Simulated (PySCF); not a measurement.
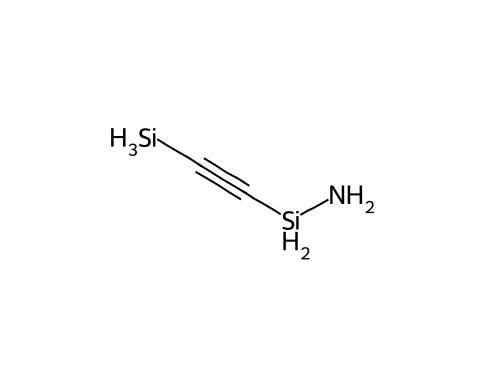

The computed structure is the end point of a GFN2-xTB optimisation. No frequency run is at hand to confirm it as a minimum. Method: CAM-B3LYP/def2-SVPD, gas phase (PySCF 2.14.0). Excitations: vertical, linear response.

Estimate the lowest vertical singlet excitation.

5.59 eV.

Give the HOMO energy (Kohn–Sham orbital) at this level.

−9.04 eV.

Estimate the LUMO energy (Kohn–Sham orbital).

0.40 eV.

What is the dipole moment?

1.11 D.

The geometry is semi-empirical. Around Si such bond lengths and angles can be off by a tenth of an ångström or more and by several degrees, and values that hang on the shape move with them.
